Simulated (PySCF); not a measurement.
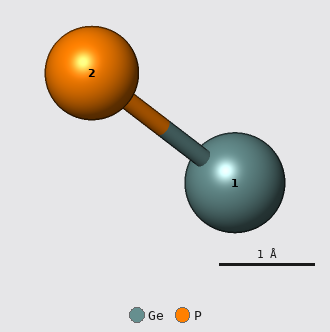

*The structure as given in the input (ball-and-stick view, seen at an oblique angle; atoms are numbered from 1 in the order of the input). Sticks mark near contacts.*

Bond lengths as drawn: Ge–P 2.34 Å.

Single-point calculation, with input and output: GeP

System: GeP, multiplicity 2.
Method: UHF/lanl2dz, TDHF (PySCF 2.14.0).

Log
```
PySCF version 2.14.0

[INPUT] verbose = 4
[INPUT] num. atoms = 2
[INPUT] num. electrons = 9
[INPUT] charge = 0
[INPUT] spin (= nelec alpha-beta = 2S) = 1
[INPUT] symmetry False subgroup None
[INPUT] Mole.unit = angstrom
[INPUT] Symbol           X                Y                Z      unit          X                Y                Z       unit  Magmom
[INPUT]  1 Ge     0.000000000000   0.000000000000   0.000000000000 AA    0.000000000000   0.000000000000   0.000000000000 Bohr   0.0
[INPUT]  2 P      0.000000000000   0.000000000000   2.336000000000 AA    0.000000000000   0.000000000000   4.414400226984 Bohr   0.0

nuclear repulsion = 4.53062680582192
number of shells = 8
number of NR pGTOs = 24
number of NR cGTOs = 16
basis = lanl2dz
ecp = {'Ge': 'lanl2dz', 'P': 'lanl2dz'}

******** <class 'pyscf.df.df_jk.DFUHF'> ********
method = DFUHF
initial guess = minao
damping factor = 0
level_shift factor = 0
DIIS = <class 'pyscf.scf.diis.CDIIS'>
diis_start_cycle = 1
diis_space = 8
diis_damp = 0
SCF conv_tol = 1e-09
SCF conv_tol_grad = None
SCF max_cycles = 50
direct_scf = False
number electrons alpha = 5  beta = 4
Set gradient conv threshold to 3.16228e-05
******** <class 'pyscf.df.df.DF'> ********
auxbasis = def2-universal-jkfit
init E= 3.95879311313691
  alpha nocc = 5  HOMO = 0.0159117831023877  LUMO = 0.118868471243282

WARN: beta  nocc = 4  HOMO 0.0159117831023873 >= LUMO 0.0159117831023877

WARN: HOMO 0.0159117831023877 >= LUMO 0.0159117831023877

cycle= 1 E= -9.85326489328462  delta_E= -13.8  |g|= 0.323  |ddm|= 2.73
  alpha nocc = 5  HOMO = -0.332887734084755  LUMO = -0.0193415311050285
  beta  nocc = 4  HOMO = -0.318814900054196  LUMO = -0.0713666234487845
  HOMO = -0.318814900054  LUMO = -0.0713666234488  gap/eV = 6.73341
cycle= 2 E= -9.89503941644221  delta_E= -0.0418  |g|= 0.0292  |ddm|= 0.403
  alpha nocc = 5  HOMO = -0.307173576626412  LUMO = 0.00875295263578402
  beta  nocc = 4  HOMO = -0.29075879942088  LUMO = -0.0388330182313872
  HOMO = -0.290758799421  LUMO = -0.0388330182314  gap/eV = 6.85525
cycle= 3 E= -9.89662700496756  delta_E= -0.00159  |g|= 0.0127  |ddm|= 0.065
  alpha nocc = 5  HOMO = -0.308754834112672  LUMO = 0.00912126898704502
  beta  nocc = 4  HOMO = -0.289374877248143  LUMO = -0.0395602259779417
  HOMO = -0.289374877248  LUMO = -0.0395602259779  gap/eV = 6.79780
cycle= 4 E= -9.89759451878481  delta_E= -0.000968  |g|= 0.0115  |ddm|= 0.0419
  alpha nocc = 5  HOMO = -0.309176132775725  LUMO = 0.00915501142129427
  beta  nocc = 4  HOMO = -0.287740341324613  LUMO = -0.0401000249657446
  HOMO = -0.287740341325  LUMO = -0.0401000249657  gap/eV = 6.73864
cycle= 5 E= -9.89820588369006  delta_E= -0.000611  |g|= 0.0117  |ddm|= 0.0256
  alpha nocc = 5  HOMO = -0.309228613925522  LUMO = 0.0091559592521735
  beta  nocc = 4  HOMO = -0.287698421573137  LUMO = -0.0401085746877891
  HOMO = -0.287698421573  LUMO = -0.0401085746878  gap/eV = 6.73726
cycle= 6 E= -9.89822910911414  delta_E= -2.32e-05  |g|= 0.0117  |ddm|= 0.000932
  alpha nocc = 5  HOMO = -0.305508541087579  LUMO = 0.0110899681825374
  beta  nocc = 4  HOMO = -0.29346302359415  LUMO = -0.039645183231096
  HOMO = -0.293463023594  LUMO = -0.0396451832311  gap/eV = 6.90674
cycle= 7 E= -9.89701060539582  delta_E= 0.00122  |g|= 0.0086  |ddm|= 0.0704
  alpha nocc = 5  HOMO = -0.300724119679298  LUMO = 0.0120572697549675
  beta  nocc = 4  HOMO = -0.29797654504325  LUMO = -0.0395562072097642
  HOMO = -0.297976545043  LUMO = -0.0395562072098  gap/eV = 7.03198
cycle= 8 E= -9.89686738851377  delta_E= 0.000143  |g|= 0.00516  |ddm|= 0.0889
  alpha nocc = 5  HOMO = -0.297727837840627  LUMO = 0.0111986046033821
  beta  nocc = 4  HOMO = -0.29664038151083  LUMO = -0.0398082902804511
  HOMO = -0.296640381511  LUMO = -0.0398082902805  gap/eV = 6.98876
cycle= 9 E= -9.89718296447904  delta_E= -0.000316  |g|= 0.00295  |ddm|= 0.0439
  alpha nocc = 5  HOMO = -0.298027412381406  LUMO = 0.0121348861744422
  beta  nocc = 4  HOMO = -0.296271907011577  LUMO = -0.0402153418538921
  HOMO = -0.296271907012  LUMO = -0.0402153418539  gap/eV = 6.96765
cycle= 10 E= -9.89727178264787  delta_E= -8.88e-05  |g|= 0.000615  |ddm|= 0.0338
  alpha nocc = 5  HOMO = -0.298330771554947  LUMO = 0.0118584057659851
  beta  nocc = 4  HOMO = -0.295944053394883  LUMO = -0.0402080337861193
  HOMO = -0.295944053395  LUMO = -0.0402080337861  gap/eV = 6.95893
cycle= 11 E= -9.89727357211297  delta_E= -1.79e-06  |g|= 0.0002  |ddm|= 0.00541
  alpha nocc = 5  HOMO = -0.298003792515581  LUMO = 0.0118077731276647
  beta  nocc = 4  HOMO = -0.295775405423161  LUMO = -0.0401966780381537
  HOMO = -0.295775405423  LUMO = -0.0401966780382  gap/eV = 6.95465
cycle= 12 E= -9.89727365203487  delta_E= -7.99e-08  |g|= 0.000105  |ddm|= 0.00198
  alpha nocc = 5  HOMO = -0.298053732255532  LUMO = 0.0118396534781984
  beta  nocc = 4  HOMO = -0.295821104798913  LUMO = -0.0401965664836101
  HOMO = -0.295821104799  LUMO = -0.0401965664836  gap/eV = 6.95590
cycle= 13 E= -9.89727369138852  delta_E= -3.94e-08  |g|= 5.26e-05  |ddm|= 0.000475
  alpha nocc = 5  HOMO = -0.298110719975824  LUMO = 0.0118374924536843
  beta  nocc = 4  HOMO = -0.295822745850147  LUMO = -0.0401992413558985
  HOMO = -0.29582274585  LUMO = -0.0401992413559  gap/eV = 6.95587
cycle= 14 E= -9.89727370713084  delta_E= -1.57e-08  |g|= 2.54e-05  |ddm|= 0.0004
  alpha nocc = 5  HOMO = -0.298097925415579  LUMO = 0.0118403947616108
  beta  nocc = 4  HOMO = -0.295819205873078  LUMO = -0.0401994785088858
  HOMO = -0.295819205873  LUMO = -0.0401994785089  gap/eV = 6.95577
cycle= 15 E= -9.89727371137807  delta_E= -4.25e-09  |g|= 1.43e-05  |ddm|= 0.000311
  alpha nocc = 5  HOMO = -0.298104823610485  LUMO = 0.0118421529752626
  beta  nocc = 4  HOMO = -0.295826234464777  LUMO = -0.0402005275045025
  HOMO = -0.295826234465  LUMO = -0.0402005275045  gap/eV = 6.95593
cycle= 16 E= -9.89727371133443  delta_E= 4.36e-11  |g|= 4.28e-06  |ddm|= 0.000111
  alpha nocc = 5  HOMO = -0.298104076304144  LUMO = 0.0118427877717567
  beta  nocc = 4  HOMO = -0.295827604888467  LUMO = -0.0401998341461257
  HOMO = -0.295827604888  LUMO = -0.0401998341461  gap/eV = 6.95599
```

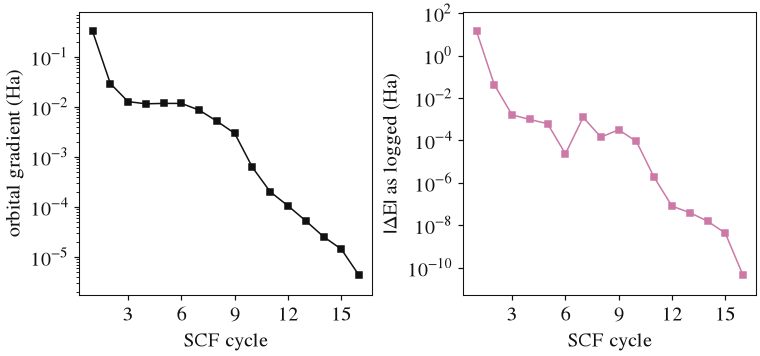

*Convergence of the self-consistent field: orbital gradient and size of the energy change against the SCF cycle.*

The residual falls almost steadily, with no more than small rises.

```
Extra cycle  E= -9.89727371136588  delta_E= -3.15e-11  |g|= 3.06e-06  |ddm|= 1.07e-05
converged SCF energy = -9.89727371136588  <S^2> = 0.77758956  2S+1 = 2.0274018

******** <class 'pyscf.tdscf.uhf.TDHF'> for <class 'pyscf.df.df_jk.DFUHF'> ********
nstates = 3
deg_eia_thresh = 1.000e-03
wfnsym = None
conv_tol = 1e-05
eigh lindep = 1e-12
eigh level_shift = 0
eigh max_cycle = 100

Excitation energies (eV)
[0.00209503 0.39991013 0.97554871]

** Excitation energies and oscillator strengths **
Excited State   1:      0.00210 eV 591800.99 nm  f=0.0000
Excited State   2:      0.39991 eV   3100.30 nm  f=0.0012
Excited State   3:      0.97555 eV   1270.92 nm  f=0.0000
Dipole moment(X, Y, Z, Debye):  0.00000,  0.00000, -2.65686
orbital energies (hartree): [array([-0.3537, -0.3309, -0.2981, -0.0122,  0.0006,  0.1253]), array([-0.5345, -0.318 , -0.2958, -0.0402,  0.0118,  0.0741])]
```

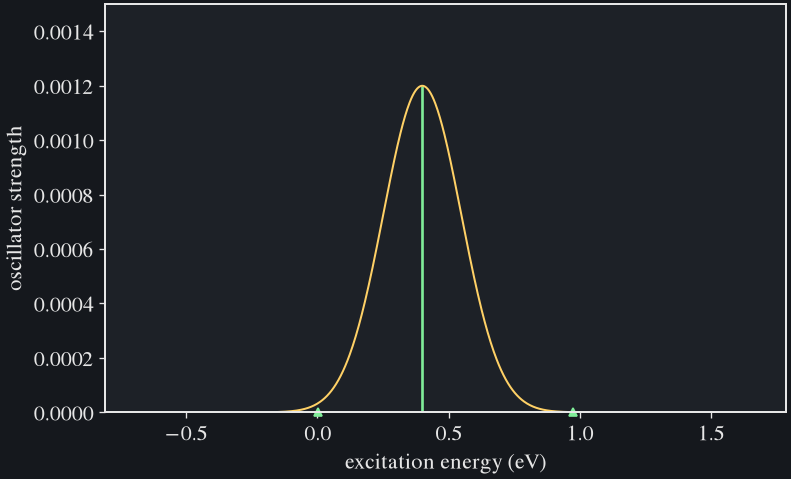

*Computed excitations as sticks (degenerate states added up, dark ones marked on the axis), with a Gaussian envelope of 0.35 eV full width at half maximum, scaled to the tallest.*

Of the 3 states the lowest lies at 0.00 eV (f = 0.000); the strongest line is at 0.40 eV, or 3100 nm (f = 0.001).

This output came from the following input.

Input file
```python
from pyscf import gto, scf, tdscf

mol = gto.M(
    atom='Ge 0 0 0; P 0 0 2.336',
    basis='lanl2dz',
    ecp={'Ge': 'lanl2dz', 'P': 'lanl2dz'},
    charge=0,
    spin=1,
    verbose=4,
)
mf = scf.UHF(mol)
mf = mf.density_fit(auxbasis='def2-universal-jkfit')
mf.kernel()
td = tdscf.TDHF(mf)
td.nstates = 3
td.kernel()
td.analyze(verbose=3)
mf.dip_moment()
print('orbital energies (hartree):', [e[max(0, n-3):n+3].round(4) for e, n in zip(mf.mo_energy, mol.nelec)])
```

Launch command:
```bash
OMP_NUM_THREADS=1 python input.py
```

Results in brief

| quantity | value |
| --- | --- |
| outcome | converged |
| SCF energy | −9.897274 hartree |
| ⟨S²⟩ | 0.778 |
| dipole moment | 2.66 D |
| hardware | 1 CPU thread, shared host |
| wall time | 0.57 s |
